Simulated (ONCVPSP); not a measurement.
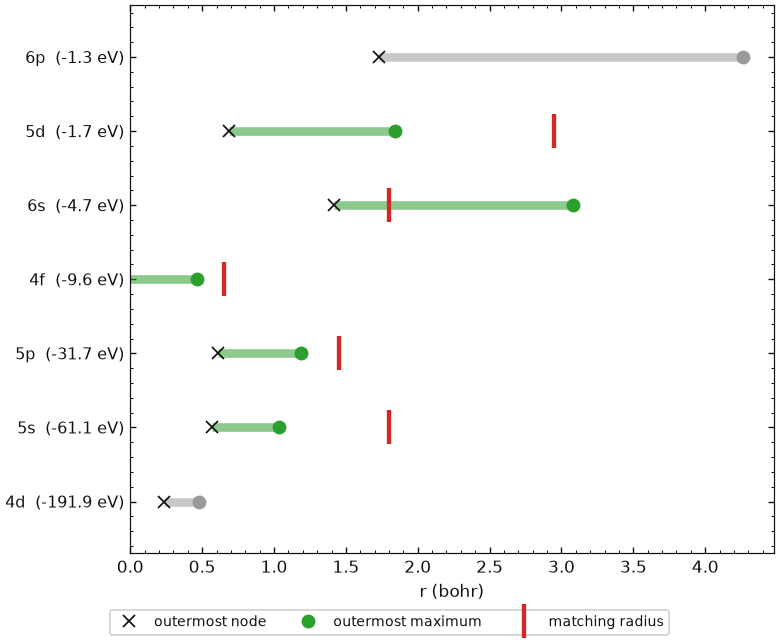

Figure 1. Outer shells of the all-electron reference atom: each bar runs from the outermost node (or the nucleus) to the outermost maximum of u(r); the tick is the radius chosen for the pseudo-wave. Shells without a tick have no pseudo-wave of their own. Levels, nodes and maxima are from ld1.x, scalar-relativistic.

- Radii against the shells: 5s: 1.80 bohr, outside the maximum; 5p: 1.45 bohr, outside the maximum; 4f: 0.65 bohr, outside the maximum; 6s: 1.80 bohr, between node and maximum; 5d: 2.95 bohr, outside the maximum.

**Pseudopotential generation for Lu**

- system: lutetium (Lu, Z = 71), core [Kr] 4d10, reference valence 4f14 5s2 5p6 5d1 6s2, valence charge 25.
- method: ONCV potential, PBE, scalar-relativistic, made with ONCVPSP 4.0.1

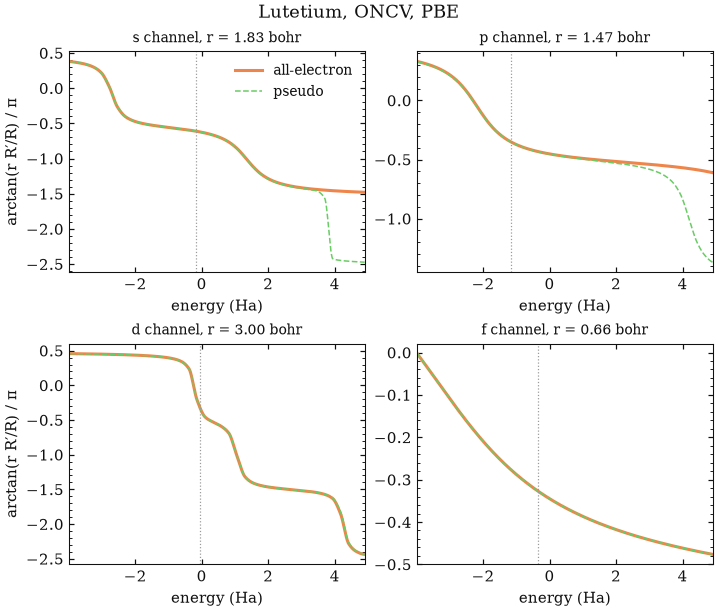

Figure 2. Unwrapped phase arctan(r R′/R) in units of π against energy, all-electron (solid) and pseudo (dashed); the pseudo phase is matched to the all-electron one at the reference energy. Here R(r) is the radial function. A near-vertical step is a level narrower than the spacing of the points behind the curves. The dotted line marks the reference energy of the channel.

- Range over which the phases agree within 0.05 rad: s: up to about 3.4 Ha; p: up to about 2.2 Ha; d: up to about 4.1 Ha; f: over the whole range drawn.
- Ghost states: Going away from the reference energies, the phases part by more than π/2 in: s at about 3.8 Ha (above its reference energy, pseudo phase lower, at the flagged ghost); p at about 4.3 Ha (above its reference energy, pseudo phase lower). Such a step is either a state that only one of the two atoms has or an ordinary level shifted in energy. The separate test gives: GHOST(-) flagged for s at -1136.0 eV, p at -570.4 eV, d at -450.9 eV; GHOST(+) flagged for s at 95.9 eV, f at -8.0 eV. The bound ghosts lie below the range of the plot.

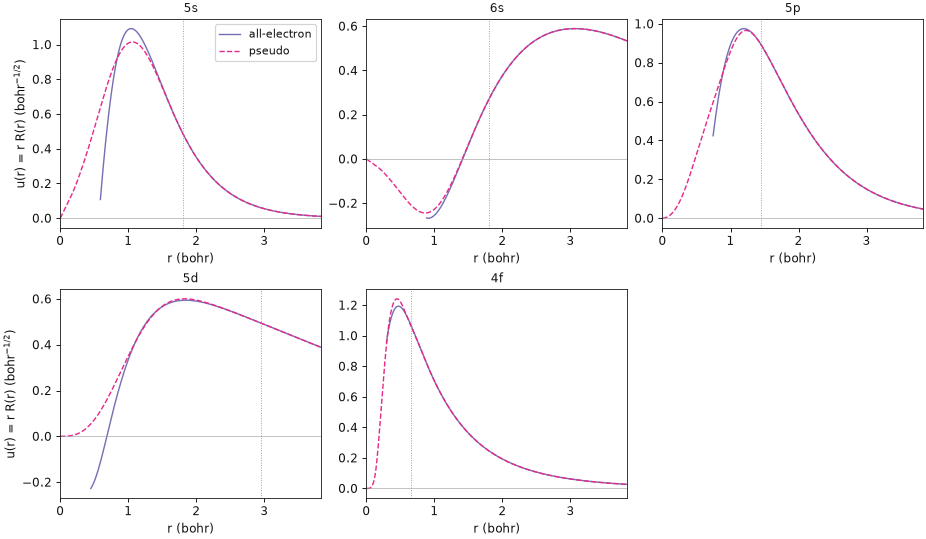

Figure 3. All-electron valence functions (solid) with their pseudo partners (dashed). Dotted lines mark the matching radii. The innermost oscillations of some all-electron curves aren't drawn. Pseudo-waves: 5s has no node; 6s has a node at about 1.4 bohr; 5p has no node; 5d has no node; 4f has no node. A node in 6s is expected, since a lower shell of the same l is also in the valence and the two must stay orthogonal.

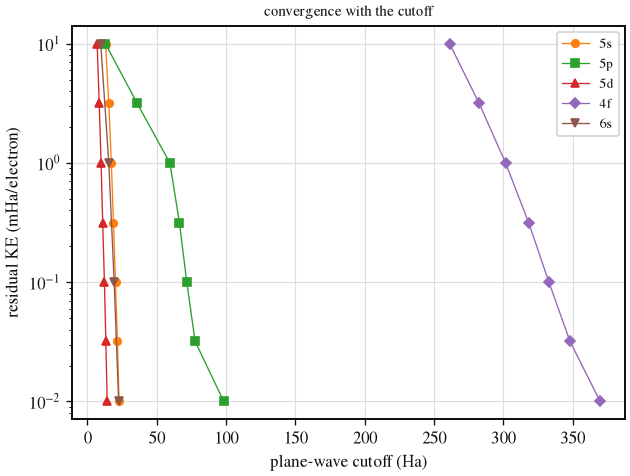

Figure 4. Residual kinetic energy of the pseudo-waves (the first of each channel, and further valence shells) beyond the plane-wave cutoff, as the generator prints it.

- Cutoffs for the occupied states: 302 Ha for 1 mHa and 333 Ha for 0.1 mHa per electron. The first is set by 4f.
- Hardest wave at 1 mHa per electron: 4f, with rc = 0.65 bohr and qcut = 27.5 1/bohr. The optimisation minimises, but can't always remove, the kinetic energy above qcut²/2 = 378.1 Ha, and a larger rc would as a rule soften the wave at some cost in transferability.
- Cutoffs for 1 mHa per electron: 4f: 302 Ha; 5p: 60 Ha; 5s: 17 Ha; 6s: 16 Ha; 5d: 9.9 Ha. The potential isn't sound: its ghost test gives GHOST(-) flagged for s at -1136.0 eV, p at -570.4 eV, d at -450.9 eV; GHOST(+) flagged for s at 95.9 eV, f at -8.0 eV.

These pictures come from the run below.

Input file:
```
# ATOM AND REFERENCE CONFIGURATION
# atsym  z   nc   nv     iexc    psfile
  Lu 71.00    9    5        4      upf
#
#   n    l    f
    1    0    2.00
    2    0    2.00
    2    1    6.00
    3    0    2.00
    3    1    6.00
    3    2   10.00
    4    0    2.00
    4    1    6.00
    4    2   10.00
    4    3   14.00
    5    0    2.00
    5    1    6.00
    5    2    1.00
    6    0    2.00
#
# PSEUDOPOTENTIAL AND OPTIMIZATION
# lmax
    3
#
#   l,   rc,      ep,       ncon, nbas, qcut
    0    1.80    0.00    4    7    7.00
    1    1.45    0.00    4    7    4.70
    2    2.95    0.00    4    9    6.40
    3    0.65    0.00    4    9   27.50
#
# LOCAL POTENTIAL
# lloc, lpopt,  rc(5),   dvloc0
    4    5    0.55   -1.00
#
# VANDERBILT-KLEINMAN-BYLANDER PROJECTORs
# l, nproj, debl
    0    2    3.50
    1    1    3.50
    2    2    0.60
    3    2    2.20
#
# MODEL CORE CHARGE
# icmod, fcfact, rcfact
    3    1.50    1.35
#
# LOG DERIVATIVE ANALYSIS
# epsh1, epsh2, depsh
   -4.00    5.00    0.02
#
# OUTPUT GRID
# rlmax, drl
    6.00    0.01
#
# TEST CONFIGURATIONS
# ncnf
    4
# nvcnf
#   n    l    f
    5
    4    3   14.00
    5    0    2.00
    5    1    6.00
    5    2    1.00
    6    0    1.00
#
    5
    4    3   14.00
    5    0    2.00
    5    1    6.00
    5    2    1.00
    6    0    0.00
#
    5
    4    3   14.00
    5    0    2.00
    5    1    6.00
    5    2    0.00
    6    0    0.00
#
    6
    4    3   14.00
    5    0    2.00
    5    1    6.00
    5    2    1.00
    6    0    0.00
    6    1    1.00
#
```

Run as:
```bash
oncvpsp.x < Lu.dat > Lu.out
```

Output (extracts):
```
ONCVPSP  (Optimized Norm-Conservinng Vanderbilt PSeudopotential)
scalar-relativistic version 4.0.1

#   n    l    f        energy (Ha)
    1    0    2.00    -2.3242682E+03
    2    0    2.00    -3.9564222E+02
    2    1    6.00    -3.4802735E+02
    3    0    2.00    -8.9661796E+01
    3    1    6.00    -7.5375776E+01
    3    2   10.00    -5.8237787E+01
    4    0    2.00    -1.7849423E+01
    4    1    6.00    -1.3162819E+01
    4    2   10.00    -7.0527453E+00
    4    3   14.00    -3.5366993E-01
    5    0    2.00    -2.2438844E+00
    5    1    6.00    -1.1635432E+00
    5    2    1.00    -6.4294425E-02
    6    0    2.00    -1.7122821E-01

Reference configufation results
  iterations    40
  all-electron total energy (Ha)   -1.45633443D+04

Begin loop to  construct optimized pseudo wave functions
and semi-local pseudopoentials for all angular momenta

Calculating optimized projector #   1

 for l=   0

    Fraction of norm inside rc  0.932089
    Optimizing pswf for qcut=   7.00 a_B^-1,  ecut=  24.53 Ha
    Residual kinetic energy error=  2.15D-06 Ha

    Energy error per electron        Cutoff
         Ha          eV             Ha
         0.01000     0.27211       13.20
         0.00100     0.02721       17.33
         0.00010     0.00272       20.34
         0.00001     0.00027       22.91

Calculating optimized projector #   2

 for l=   0

    Fraction of norm inside rc  0.046398
    Optimizing pswf for qcut=   7.00 a_B^-1,  ecut=  24.53 Ha
    Residual kinetic energy error=  2.13D-06 Ha

    Energy error per electron        Cutoff
         Ha          eV             Ha
         0.01000     0.27211        9.69
         0.00100     0.02721       15.51
         0.00010     0.00272       19.39
         0.00001     0.00027       22.62

Calculating optimized projector #   1

 for l=   1

    Fraction of norm inside rc  0.601897
    Optimizing pswf for qcut=   4.69 a_B^-1,  ecut=  10.99 Ha
    Residual kinetic energy error=  1.27D-02 Ha

    Energy error per electron        Cutoff
         Ha          eV             Ha
         0.01000     0.27211       13.08
         0.00100     0.02721       59.56
         0.00010     0.00272       71.77
         0.00001     0.00027       98.44

   Wellstate for l =  2  n =  6
     eigenvalue =   0.5357
     asymptotic potential =   1.0357
     half-point radius =  4.7787

Calculating optimized projector #   1

 for l=   2

    Fraction of norm inside rc  0.606276
    Optimizing pswf for qcut=   6.40 a_B^-1,  ecut=  20.45 Ha
    Residual kinetic energy error=  9.01D-10 Ha

    Energy error per electron        Cutoff
         Ha          eV             Ha
         0.01000     0.27211        7.10
         0.00100     0.02721        9.94
         0.00010     0.00272       12.34
         0.00001     0.00027       14.34

Calculating optimized projector #   2

 for l=   2

    Fraction of norm inside rc  0.271164
    Optimizing pswf for qcut=   6.40 a_B^-1,  ecut=  20.45 Ha
    Residual kinetic energy error=  6.93D-10 Ha

    Energy error per electron        Cutoff
         Ha          eV             Ha
         0.01000     0.27211        7.96
         0.00100     0.02721       10.73
         0.00010     0.00272       13.24
         0.00001     0.00027       15.29

   Wellstate for l =  3  n =  5
     eigenvalue =   1.8463
     asymptotic potential =   2.3463
     half-point radius =  2.4361

Calculating optimized projector #   1

 for l=   3

    Fraction of norm inside rc  0.535369
    Optimizing pswf for qcut=  27.51 a_B^-1,  ecut= 378.41 Ha
    Residual kinetic energy error=  8.55D-06 Ha

    Energy error per electron        Cutoff
         Ha          eV             Ha
         0.01000     0.27211      261.30
         0.00100     0.02721      301.67
         0.00010     0.00272      332.94
         0.00001     0.00027      369.91

Calculating optimized projector #   2

 for l=   3

    Fraction of norm inside rc  0.057072
    Optimizing pswf for qcut=  27.51 a_B^-1,  ecut= 378.41 Ha
    Residual kinetic energy error=  3.14D-07 Ha

    Energy error per electron        Cutoff
         Ha          eV             Ha
         0.01000     0.27211      223.54
         0.00100     0.02721      273.16
         0.00010     0.00272      312.68
         0.00001     0.00027      342.85

Construct Vanderbilt / Kleinmman-Bylander projectors

B matrix Hermiticity error, ll=   0
   1   2    2.1096E-04

  Orthonormal projector coefficients  3.2188E+01  2.5062E+00

B matrix Hermiticity error, ll=   2
   1   2    3.8964E-05

  Orthonormal projector coefficients -8.7139E+00  4.5401E+00

B matrix Hermiticity error, ll=   3
   1   2    6.9417E-04

  Orthonormal projector coefficients -3.8730E+01 -9.2959E+00

Model core correction analysis
  based on d2Exc/dn_idn_j

d2excae - all-electron derivatives

   -2.129007D-02   -1.184412D-02   -8.621215D-03   -2.301615D-03
   -9.829839D-04
   -1.184394D-02   -2.695357D-02   -2.347903D-02   -6.915277D-03
   -1.478059D-03
   -8.621066D-03   -2.347898D-02   -2.416777D-02   -1.055318D-02
   -2.774342D-03
   -2.301555D-03   -6.915169D-03   -1.055314D-02   -1.740342D-02
   -1.771446D-02
   -9.828849D-04   -1.477769D-03   -2.773641D-03   -1.771057D-02
   -2.622847D-02

d2excps - pseudofunction derivatives with no core correction

   -4.126720D-02   -1.705616D-02   -1.070659D-02   -2.332264D-03
   -1.393896D-03
   -1.705607D-02   -2.633158D-02   -2.328106D-02   -6.971716D-03
   -1.498562D-03
   -1.070648D-02   -2.328098D-02   -2.442056D-02   -1.071179D-02
   -2.786642D-03
   -2.332206D-03   -6.971607D-03   -1.071176D-02   -1.757243D-02
   -1.773993D-02
   -1.393808D-03   -1.498277D-03   -2.785943D-03   -1.773605D-02
   -2.622844D-02

rms 2nd derivative error    4.303819E-03

rmatch, rhocmatch    0.7231   33.1573

Teter function model core charge with specified parameters

d2excps - pseudofunction derivatives with core correction

   -3.600389D-02   -1.553723D-02   -1.007200D-02   -2.290019D-03
   -1.267459D-03
   -1.553712D-02   -2.533532D-02   -2.279215D-02   -6.936267D-03
   -1.418151D-03
   -1.007186D-02   -2.279205D-02   -2.420134D-02   -1.070405D-02
   -2.744996D-03
   -2.289959D-03   -6.936154D-03   -1.070402D-02   -1.757515D-02
   -1.773559D-02
   -1.267366D-03   -1.417861D-03   -2.744296D-03   -1.773171D-02
   -2.622196D-02

rms 2nd derivative error    3.173616E-03

Pseudoatom total energy -274.172683

Diagnostic tests using Vanderbilt-Kleinman-Bylander pseudopotentials
  1 or more projectors used as specified by nproj input data

   l    rcore       rmatch      e in        delta e   norm test  slope test

   0   1.8059575   1.8607902  -2.2438844   0.0000006   1.0001640   1.0001587
   0   1.8059575   1.8607902  -0.1712282   0.0000027   1.0000373   1.0000320

   1   1.4560631   1.5002724  -1.1635432  -0.0000133   0.9999975   1.0000212

   2   2.9671528   3.0572420  -0.0642944  -0.0000004   1.0000324   1.0000278
   2   2.9671528   3.0572420   0.5357056   0.0000000   1.0001131   1.0001131

   3   0.6532069   0.6730397  -0.3536699   0.0003966   1.0005108   1.0001376
   3   0.6532069   0.6730397   1.8463301  -0.0002126   1.0010435   1.0010435

 Testing for bound ghosts
   n   l    E NL Schr. Eq   E Basis Diag.   E Cutoff

       0                      -41.746926     58.30  WARNING - GHOST(-)
   1   0       -2.243884       -2.243839     58.30
   2   0       -0.171226       -0.111156     58.30

       1                      -20.962499     72.69  WARNING - GHOST(-)
   2   1       -1.163556       -1.162799     72.69

       2                      -16.571069     50.30  WARNING - GHOST(-)
   3   2       -0.064295       -0.062586     50.30

   4   3       -0.353273       -0.293649   1155.22

 Testing for highly-localized positive-energy ghosts
       l    <radius>/rc     E Basis Diag.   E Cutoff

       0        0.872744        3.525371     58.30  WARNING - GHOST(+)

       3        0.996987       -0.293649   1155.22  WARNING - GHOST(+)

Test configuration 0

   n   l     f        eae           eps        diff
   1   0  2.0000-2324.26820613
   2   0  2.0000 -395.64221708
   2   1  6.0000 -348.02734846
   3   0  2.0000  -89.66179606
   3   1  6.0000  -75.37577554
   3   2 10.0000  -58.23778677
   4   0  2.0000  -17.84942303
   4   1  6.0000  -13.16281919
   4   2 10.0000   -7.05274527
   4   3 14.0000   -0.35366993   -0.35327331    3.97D-04
   5   0  2.0000   -2.24388440   -2.24388383    5.71D-07
   5   1  6.0000   -1.16354316   -1.16355648   -1.33D-05
   5   2  1.0000   -0.06429442   -0.06429478   -3.58D-07
   6   0  2.0000   -0.17122821   -0.17122555    2.67D-06

    Total energies and differences
      AE_ref= -1.45633443D+04  AE_tst= -1.45633443D+04  dif=  0.00D+00
      PS_ref= -2.74172683D+02  PS_tst= -2.74172683D+02  dif=  1.25D-12
      PSP excitation error= -1.25D-12

Test configuration 1

   n   l     f        eae           eps        diff
   1   0  2.0000-2324.51635311
   2   0  2.0000 -395.88900639
   2   1  6.0000 -348.27421229
   3   0  2.0000  -89.90819034
   3   1  6.0000  -75.62217856
   3   2 10.0000  -58.48417305
   4   0  2.0000  -18.09594391
   4   1  6.0000  -13.40936529
   4   2 10.0000   -7.29926503
   4   3 14.0000   -0.60010037   -0.60037463   -2.74D-04
   5   0  2.0000   -2.49061525   -2.49077352   -1.58D-04
   5   1  6.0000   -1.41031480   -1.41034115   -2.64D-05
   5   2  1.0000   -0.28920603   -0.28917922    2.68D-05
   6   0  1.0000   -0.37522948   -0.37523729   -7.81D-06

    Total energies and differences
      AE_ref= -1.45633443D+04  AE_tst= -1.45630736D+04  dif=  2.71D-01
      PS_ref= -2.74172683D+02  PS_tst= -2.73901902D+02  dif=  2.71D-01
      PSP excitation error= -7.17D-05

Test configuration 2

   n   l     f        eae           eps        diff
   1   0  2.0000-2324.81237825
   2   0  2.0000 -396.18303970
   2   1  6.0000 -348.56837581
   3   0  2.0000  -90.20111884
   3   1  6.0000  -75.91512588
   3   2 10.0000  -58.77716856
   4   0  2.0000  -18.38923957
   4   1  6.0000  -13.70277486
   4   2 10.0000   -7.59274822
   4   3 14.0000   -0.89339711   -0.89441801   -1.02D-03
   5   0  2.0000   -2.78461510   -2.78491699   -3.02D-04
   5   1  6.0000   -1.70270275   -1.70276275   -6.00D-05
   5   2  1.0000   -0.55354634   -0.55347188    7.45D-05

    Total energies and differences
      AE_ref= -1.45633443D+04  AE_tst= -1.45625856D+04  dif=  7.59D-01
      PS_ref= -2.74172683D+02  PS_tst= -2.73413732D+02  dif=  7.59D-01
      PSP excitation error= -2.47D-04

Test configuration 3

psatom: WARNING lschvkbb convergence error n,l,iter=   3   2   3
ea(ii),et,emin,emax -6.429478E-02 -7.072426E-02 -7.072426E-02 -7.072426E-02
run_config: WARNING for fully non-local PS atom, stg. 1
 WARNING no output for configuration 4

Test configuration 4

psatom: WARNING lschvkbb convergence error n,l,iter=   3   1   2
ea(ii),et,emin,emax -4.188080E-01 -4.606888E-01 -4.606888E-01 -4.606888E-01
run_config: WARNING for fully non-local PS atom, stg. 2
 WARNING no output for configuration 5
```

Key numbers:

- outcome: generated, with a ghost state
- cutoffs needed: 302 Ha and 333 Ha (the cutoffs at which the residual kinetic energy of the hardest occupied pseudo-wave falls to 1 and 0.1 mHa per electron)
- ghost test: GHOST(-) flagged for s at -1136.0 eV, p at -570.4 eV, d at -450.9 eV; GHOST(+) flagged for s at 95.9 eV, f at -8.0 eV
- configuration tests: 2 of 4 tests not solved
- rms error of d²Exc/dni dnj: 4.30 mHa without and 3.17 mHa with the model core
- largest excitation error among the tests solved: -6.7 meV (all-electron minus pseudo) for 4f14 5s2 5p6 5d1 6s0
- range over which the phases arctan(r R′/R) at the test radius agree within 0.05 rad (a looser test near the poles than one of phase shifts): s: up to about 3.4 Ha; p: up to about 2.2 Ha; d: up to about 4.1 Ha; f: over the whole range computed
- hardware: 1 CPU thread, shared host
- wall time: 5.3 s

Notes:

The potential has a bound ghost state, so it can't be used as it stands. The scattering phases part by more than π/2 and stay apart in p from about 4.3 Ha: a level there is either far displaced or one that only the pseudo-atom has. Warnings of the program, in the generation or the tests: psatom: WARNING lschvkbb convergence error n,l,iter= 3 1 2; psatom: WARNING lschvkbb convergence error n,l,iter= 3 2 3.
